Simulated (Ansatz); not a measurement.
**Lattice dynamics of ZrTeSe monolayer, Janus**

Wanted: phonon frequencies of ZrTeSe monolayer, Janus and what follows from them.

Method: DFT PBEsol, scalar-relativistic, plane waves, PAW; PAW set soft_1, in Ansatz 0.2.0.

## Step 1: Set-up

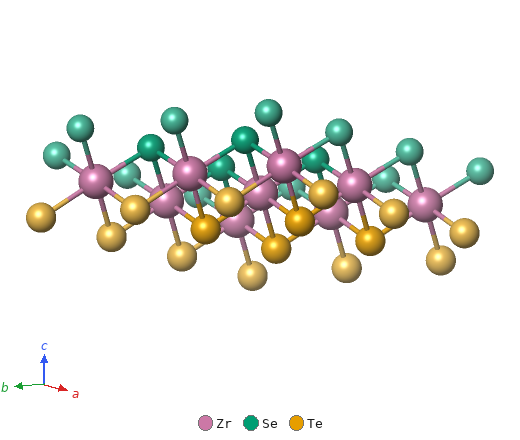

The cell as given, from a free direction (zirconium pink, selenium teal, tellurium orange). 2×2×1 cells are drawn. Some periodic images of atoms are drawn too.

The cell holds 3 atoms: 1 Zr, 1 Se and 1 Te. Its edges and angles: a = 3.750 Å, b = 3.750 Å, c = 20.000 Å, α = 90.0°, β = 90.0°, γ = 120.0°. Vacuum lies along c.

## Step 2: Coarse relaxation

The start is far from rest, so a relaxation with loose tolerances brings it close first.

The program solves this slab on a cell height of its own, 30.0 Å, in place of the one typed.

Contents of input.yaml:

```yaml
crystal:
  lattice:
    - [3.75, 0.0, 0.0]
    - [-1.875, 3.2476, 0.0]
    - [0.0, 0.0, 20.0]
  atoms:
    - { symbol: Zr, position: [0.0, 0.0, 0.5] }
    - { symbol: Se, position: [0.333333, 0.666667, 0.575] }
    - { symbol: Te, position: [0.666667, 0.333333, 0.42] }
  periodic: [true, true, false]
kpoints:
  mp_grid: { grid: [6, 6, 1] }
hamiltonian:
  xc: pbesol
  pseudopotentials: { kind: paw, azcp: { folder: soft_1 }, xc_functional: pbe }
scf:
  occupations: { method: gaussian, width: 0.1 }
output:
  forces: true
  stress: true
  eigenvalues: true
relax:
  adjacent_minimum: "off"
  f_tol: 0.05
  max_steps: 80
  cell: { stress_2d_tol: 0.02 }
```

On the command line:

```
ansatz run input.yaml --threads 4 --pin off --max-ram 16384MiB --backend cpu --events-out ev --progress --plain --runs-dir out
```

Numbers of over 12 decimals in the logs are rounded to 6 here.

What it wrote:

```text
[...]
F+E_penalty+E_count = -16457.71451157 eV   max|allowed force component| = 8.237e-3 eV/Å   (the final SCF, on the basis selected at the relaxed cell)
  cell:  # Å, volume = 376.0033 Å³
    - [3.804257, 0.0, 0]
    - [-1.902129, 3.294583, 0]
    - [0, 0, 30.0]
  atoms:
    - { symbol: Zr, position: [0, 0, 0.336701] }
    - { symbol: Se, position: [0.333333, 0.666667, 0.386451] }
    - { symbol: Te, position: [0.666667, 0.333333, 0.273515] }
[key lines of the parts left out:]
SCF converged after 8 iterations
Free energy (F): -16457.714512 eV
Fermi energy:    -4.959552 eV
P = ½ c Tr σ = 0.0041 N/m
```

The job ended after 23 s (4 threads of Arm Neoverse V1, shared host; peak memory 0.69 GiB).

Step by step:

```
step  energy less that of the first step (eV)  largest force component (eV/Å)  volume (Å³)
   1                                   0.0000                          3.2774       365.36
   2                                  -0.5007                          0.4730       369.53
   3                                  -0.4659                          0.8864       374.75
   4                                  -0.5183                          0.0633       376.25
   5                                  -0.5184                          0.0082       376.00
  6*                                  -0.5187                          0.0082       376.00
```

Relaxation steps marked * repeat the geometry before them on a plane-wave basis chosen anew for their cell, so energy and pressure can jump there. Relaxation step 3 was tried and not accepted.

Forces are held to the 6 operations that the run works with; a distortion that breaks them can't arise in this run.

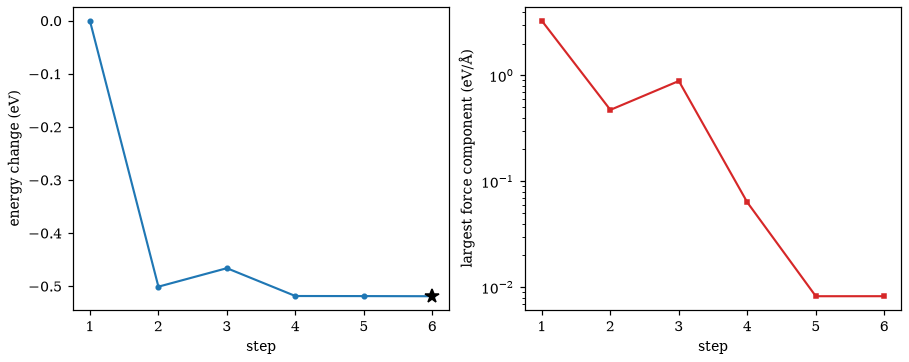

Energy and largest force along the relaxation. Stars mark steps on a basis chosen anew.

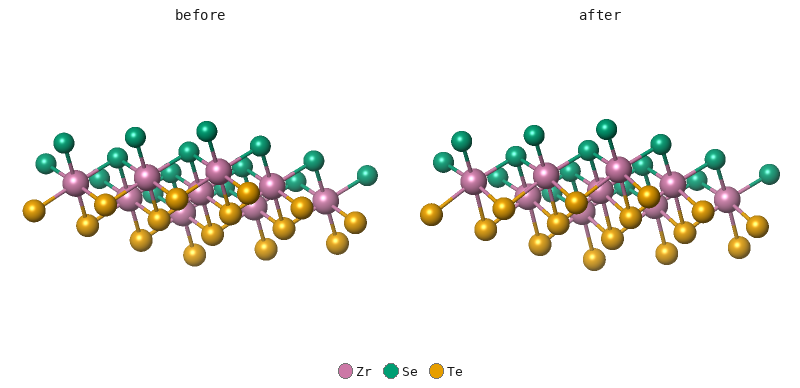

The structure before and after the relaxation, drawn at the same scale.

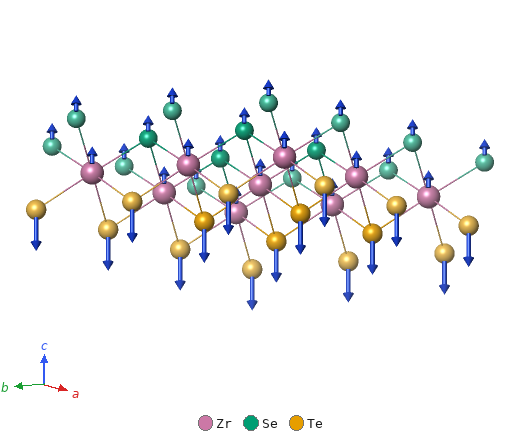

Displacements in the relaxation, exaggerated, measured against the changing cell; the longest in the cell stands for 0.19 Å. 2×2×1 cells are drawn. Some periodic images of atoms are drawn too.

```
cell as run  before  after  change
      a (Å)   3.750  3.804  +1.4 %
      b (Å)   3.750  3.804  +1.4 %
```

The atoms that moved most (Å, along periodic axes as changes of fractional coordinates times the final cell, across vacuum about the mean position):

```
atom     dx     dy      dz  length
 Te3  0.000  0.000  -0.195   0.195
 Zr1  0.000  0.000   0.101   0.101
 Se2  0.000  0.000   0.094   0.094
```

The relaxed structure:

```
Zr Se Te
1.0
     3.80426    0.00000    0.00000
    -1.90213    3.29458    0.00000
     0.00000    0.00000   30.00000
Zr Se Te
1 1 1
Direct
  0.00000 0.00000 0.33670
  0.33333 0.66667 0.38645
  0.66667 0.33333 0.27351
```

This step gave:

```yaml
gap_on_the_k_mesh: 0 eV
area_per_atom: 4.178 Å²
```

The relaxation ends with a largest force component of 0.0082 eV/Å.

## Step 3: Bringing the structure to rest

Harmonic phonons are second derivatives at a point where the forces vanish, and they are wanted at zero stress, so atoms and cell are relaxed first.

Contents of input.yaml:

```yaml
crystal:
  lattice:
    - [3.8042570838, 0.0, 0.0]
    - [-1.9021285419, 3.2945832771, 0.0]
    - [0.0, 0.0, 30.0]
  atoms:
    - { symbol: Zr, position: [0.0, 0.0, 0.3367010154] }
    - { symbol: Se, position: [0.3333333333, 0.6666666667, 0.3864507677] }
    - { symbol: Te, position: [0.6666666667, 0.3333333333, 0.2735148835] }
  periodic: [true, true, false]
kpoints:
  mp_grid: { grid: [12, 12, 1] }
hamiltonian:
  xc: pbesol
  pseudopotentials: { kind: paw, azcp: { folder: soft_1 }, xc_functional: pbe }
scf:
  occupations: { method: gaussian, width: 0.1 }
output:
  forces: true
  stress: true
  eigenvalues: true
  write_density: true
  write_potential: true
  elf: true
  volumetric_format: npy
relax:
  adjacent_minimum: "off"
  f_tol: 0.005
  max_steps: 80
  cell: { stress_2d_tol: 0.02 }
```

What it wrote:

```text
[...]
Crystal: 3 atoms, lattice volume = 376.003 Å³
Basis set: ecut = 420 eV, 7313 PW (Γ), exchange–correlation on 54×54×432 points (8 copies of the dense FFT grid, shifted against one another)
Bands: 27, of which v1, the nominal top of the filled ones, is band 22 counted from 1 (21 counted from 0)
Symmetry: 6 space group operations
[...]
k-points: 19 of 144 (time reversal used)
[...]
SCF iter   1: F=—  HF=-16458.117279 eV  |F-HF|=—  |Δ(HF+E_count)|=         —  Δρ=1.41e-2  dr2=1.40e0  ethr=3.10e-3  ⟨swp⟩=14.6  Hψ=3704  notcnv=0
[...]
SCF iter  10: F=-16457.727245 eV  HF=-16457.727245 eV  |F-HF|=2.62e-9  |Δ(HF+E_count)|=   7.75e-9  Δρ=1.74e-7  dr2=1.40e-10  ethr=2.68e-12  ⟨swp⟩=9.3  Hψ=3634  notcnv=0
SCF 1 converged in 10 iterations: F = -16457.727245 eV  dr2 = 1.40e-10
[...]
relax step   1: F+E_penalty+E_count = -16457.72724501 eV  Δ(F+E_penalty+E_count) = +0.000e0 eV  max|allowed force component| = 8.475e-3 eV/Å  Δτ_max = 0.0000 Å  P = +0.025 N/m  Ω = 376.003 Å³  fix = [c, alpha, beta]  reactions: c +0.000 N/m  (10 SCF iters, dr2 threshold 1.00e-7 eV, accepted)
Crystal: 3 atoms, lattice volume = 376.452 Å³
Basis set: ecut = 420 eV, 7325 PW (Γ), exchange–correlation on 54×54×432 points (8 copies of the dense FFT grid, shifted against one another)
[...]
SCF iter   6: F=-16457.727256 eV  HF=-16457.727256 eV  |F-HF|=4.66e-9  |Δ(HF+E_count)|=   1.30e-8  Δρ=3.11e-7  dr2=2.47e-10  ethr=1.02e-11  ⟨swp⟩=16.2  Hψ=4377  notcnv=0
SCF 2 converged in 6 iterations: F = -16457.727256 eV  dr2 = 2.47e-10
relax step   2: F+E_penalty+E_count = -16457.72725556 eV  Δ(F+E_penalty+E_count) = -1.055e-5 eV  max|allowed force component| = 1.278e-2 eV/Å  Δτ_max = 0.0036 Å  P = +0.054 N/m  Ω = 376.452 Å³  energy of the carried Pulay correction = -1.097e-5 eV  fix = [c, alpha, beta]  reactions: c +0.000 N/m  (6 SCF iters, dr2 threshold 4.49e-9 eV, accepted)
Crystal: 3 atoms, lattice volume = 376.569 Å³
[...]
SCF iter   5: F=-16457.727273 eV  HF=-16457.727273 eV  |F-HF|=2.51e-9  |Δ(HF+E_count)|=   2.65e-8  Δρ=3.55e-7  dr2=7.06e-10  ethr=1.60e-11  ⟨swp⟩=10.4  Hψ=3976  notcnv=0
SCF 3 converged in 5 iterations: F = -16457.727273 eV  dr2 = 7.06e-10
relax step   3: F+E_penalty+E_count = -16457.72727275 eV  Δ(F+E_penalty+E_count) = -1.720e-5 eV  max|allowed force component| = 2.893e-3 eV/Å  Δτ_max = 0.0008 Å  P = +0.019 N/m  Ω = 376.569 Å³  energy of the carried Pulay correction = -1.383e-5 eV  fix = [c, alpha, beta]  reactions: c +0.000 N/m  (5 SCF iters, dr2 threshold 1.02e-8 eV, accepted)
[...]
SCF iter   7: F=-16457.727286 eV  HF=-16457.727286 eV  |F-HF|=7.28e-11  |Δ(HF+E_count)|=  3.38e-10  Δρ=7.30e-9  dr2=3.77e-13  ethr=1.00e-12  ⟨swp⟩=14.1  Hψ=3367  notcnv=0
SCF 4 converged in 7 iterations: F = -16457.727286 eV  dr2 = 3.77e-13
relax step   4: F+E_penalty+E_count = -16457.72728615 eV  Δ(F+E_penalty+E_count) = -1.340e-5 eV  max|allowed force component| = 2.891e-3 eV/Å  Δτ_max = 0.0000 Å  P = +0.019 N/m  Ω = 376.569 Å³  fix = [c, alpha, beta]  reactions: c +0.000 N/m  stress off target by 1.92e-2 N/m on what of the cell is left free  SCF on the basis re-selected at this cell (its energy is not comparable with the rows above)  (7 SCF iters)
[...]
WARN: The output density's exchange-correlation potential varies sharply where the density is thin. Do not read a vacuum level from v_tot or v_xc, or from such a field of the output density. On a cell that repeats whose density bears no net charge and no dipole along the vacuum's axis use v_es (v_loc + v_h of the components); under efield.dipole_correction with no amplitude use v_es + v_field, which holds any externa [...]
SCF converged after 7 iterations
Free energy (F): -16457.727286 eV
[...]
Internal energy: -16457.721267 eV  (E = F + TS)
E sigma→0 (E₀):  -16457.724277 eV
Entropy (-TS):   -0.006019 eV (-2.006 meV/atom)
Fermi energy:    -4.947749 eV
[...]
--- Forces (eV/Å), atoms counted from 1 ---
  atom   1  Zr    -0.00000000    -0.00000000    -0.00079888
  atom   2  Se    -0.00000000    -0.00000000     0.00289135
  atom   3  Te     0.00000000     0.00000000    -0.00209238
  max |Σ_I F_I| component: 9.26e-8 eV/Å
--- 2D stress c σ (N/m, compression-positive) ---
        0.019242      -0.000000      -0.000000
       -0.000000       0.019242      -0.000000
       -0.000000      -0.000000       0.000000
  P = ½ c Tr σ = 0.0192 N/m
--- Band table (eV; the first three rows and the last of 19) ---
  k-point 0: bands = [... 18 lower, -7.6676, -6.6482, -4.5415, -4.5415, -4.2073, -4.2073, -3.7944, -1.0400, ... 1 higher]
  k-point 1: bands = [... 18 lower, -7.6443, -6.4471, -5.3243, -4.9616, -4.1108, -3.7754, -3.5290, -1.3499, ... 1 higher]
  k-point 2: bands = [... 18 lower, -7.5968, -6.5813, -6.0973, -5.4108, -4.2812, -3.3114, -3.2354, -1.7852, ... 1 higher]
  k-point 18: bands = [... 18 lower, -8.6313, -7.5076, -7.4713, -7.1731, -3.3664, -3.1356, -3.0567, -1.2908, ... 1 higher]
--- Relaxed structure (3 steps of the walk, 3 accepted, 1 SCFs on fresh bases) ---
[...]
cell:  # Å, volume = 376.5694 Å³
    - [3.807120, 1.059595580649277e-19, 0]
    - [-1.903560, 3.297063, 0]
    - [0, 0, 30.0]
  atoms:
    - { symbol: Zr, position: [0, 0, 0.336702] }
    - { symbol: Se, position: [0.333333, 0.666667, 0.386355] }
    - { symbol: Te, position: [0.666667, 0.333333, 0.273609] }
```

The job ended after 35 s (4 threads; peak memory 0.77 GiB; 2.1 min of CPU time).

Little changed from the start: no atom moved by 0.005 Å and no cell edge by 0.1 %.

Numbers from this step:

```
area per atom : 4.184 Å²
```

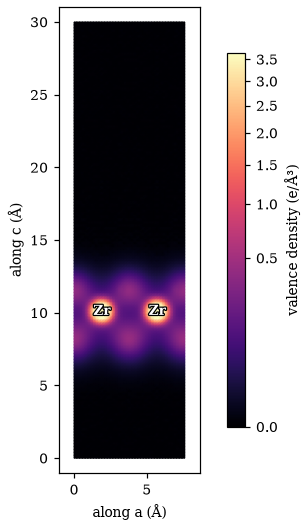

Valence density in the ac plane at fractional y = 0.000, with atoms of Zr within 0.2 Å of it. It is the smooth field of the valence electrons, not physical close to the nuclei. The map starts off the cell's origin, so that atoms lie inside it. The colour scale is stretched toward low values.

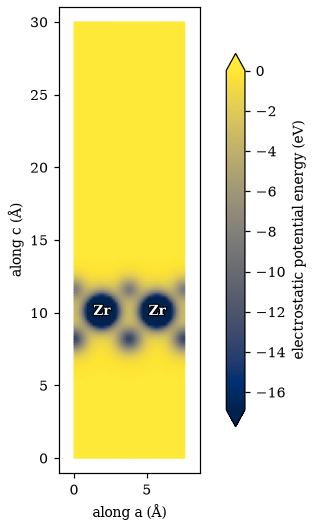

Electrostatic potential energy in the ac plane at fractional y = 0.000, with atoms of Zr within 0.2 Å of it. With pseudopotentials it is smooth inside the atoms' cores, unlike the true potential. The map starts off the cell's origin, so that atoms lie inside it.

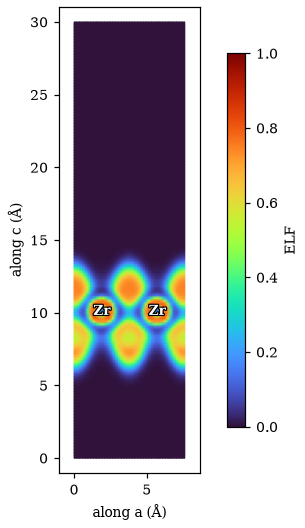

ELF in the ac plane at fractional y = 0.000, with atoms of Zr within 0.2 Å of it. It is the smooth field of the valence electrons, not physical close to the nuclei. The map starts off the cell's origin, so that atoms lie inside it.

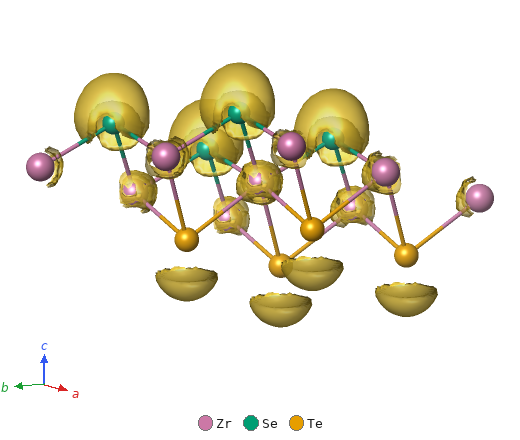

Surface of ELF = 0.77. 2×2×1 cells are drawn.

## Step 4: Tight relaxation

Phonons need a cell at rest on their own settings, so the relaxation is repeated with tight tolerances on forces and stress, using the mesh and the filling of the phonon run that follows.

input.yaml, the sections that differ from step 3:

```yaml
crystal:
  lattice:
    - [3.8071202804, 0.0, 0.0]
    - [-1.9035601402, 3.2970628781, 0.0]
    - [0.0, 0.0, 30.0]
  atoms:
    - { symbol: Zr, position: [0.0, 0.0, 0.3367022529] }
    - { symbol: Se, position: [0.3333333333, 0.6666666667, 0.3863554457] }
    - { symbol: Te, position: [0.6666666667, 0.3333333333, 0.273608968] }
  periodic: [true, true, false]
scf:
  occupations: { method: methfessel_paxton, width: 0.2 }
relax:
  adjacent_minimum: "off"
  f_tol: 0.001
  max_steps: 60
  cell: { stress_2d_tol: 0.002 }
# kpoints, hamiltonian, output: as in step 3
```

What it wrote:

```text
[...]
Crystal: 3 atoms, lattice volume = 376.569 Å³
Basis set: ecut = 420 eV, 7325 PW (Γ), exchange–correlation on 54×54×432 points (8 copies of the dense FFT grid, shifted against one another)
Bands: 27, of which v1, the nominal top of the filled ones, is band 22 counted from 1 (21 counted from 0)
Symmetry: 6 space group operations
[...]
k-points: 19 of 144 (time reversal used)
[...]
--- Relaxed structure (3 steps of the walk, 3 accepted, 1 SCFs on fresh bases) ---
[...]
cell:  # Å, volume = 376.6857 Å³
    - [3.807708, 0.0, 0]
    - [-1.903854, 3.297572, 0]
    - [0, 0, 30.0]
  atoms:
    - { symbol: Zr, position: [0, 0, 0.336697] }
    - { symbol: Se, position: [0.333333, 0.666667, 0.386355] }
    - { symbol: Te, position: [0.666667, 0.333333, 0.273614] }
[key lines of the parts left out:]
SCF converged after 7 iterations
Free energy (F): -16457.726340 eV
Fermi energy:    -4.943605 eV
P = ½ c Tr σ = 0.0015 N/m
```

Wall time 32 s (4 threads); peak memory 0.78 GiB.

Little changed from the start: no atom moved by 0.005 Å and no cell edge by 0.1 %.

Numbers from this step:

- area per atom: 4.185 Å²

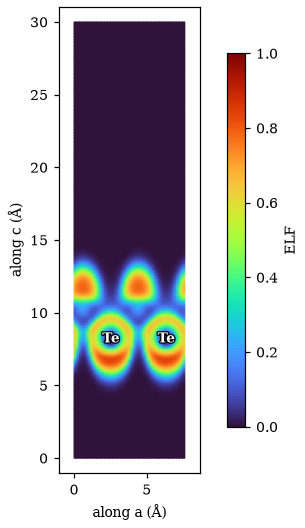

ELF in the ac plane at fractional y = 0.333, with atoms of Te within 0.2 Å of it. It is the smooth field of the valence electrons, not physical close to the nuclei.

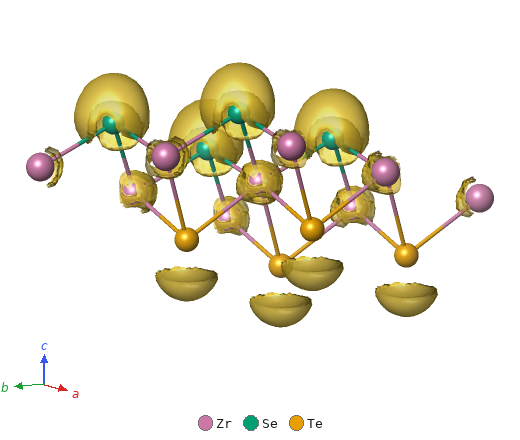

Surface of ELF = 0.77. 2×2×1 cells are drawn.

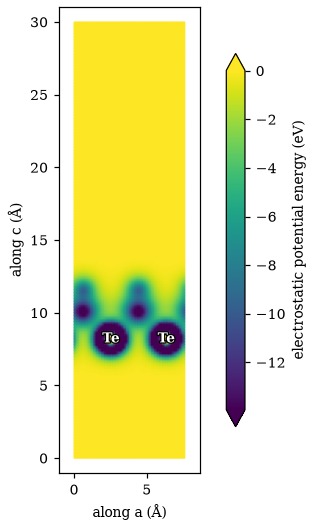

Electrostatic potential energy in the ac plane at fractional y = 0.333, with atoms of Te within 0.2 Å of it. With pseudopotentials it is smooth inside the atoms' cores, unlike the true potential.

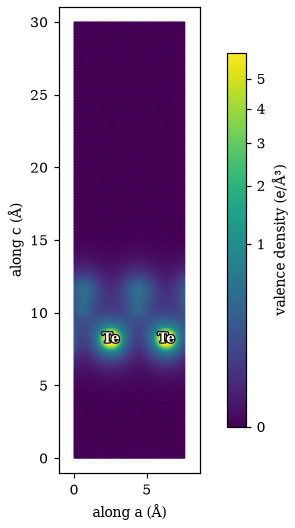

Valence density in the ac plane at fractional y = 0.333, with atoms of Te within 0.2 Å of it. It is the smooth field of the valence electrons, not physical close to the nuclei. The colour scale is stretched toward low values.

The largest force component left is 0.65 meV/Å, within the tolerances set.

(Continued in part 2 of 2.)

[Logs are printed without paths, hosts, clocks, repeated set-up lines and the standing remarks that a program may print on its own settings, such as how far it seeks lower states.]

[Hosts, paths, dates, database ids (printed as entryN), source tags and the programs' standing remarks are cut or masked in the printed files.]
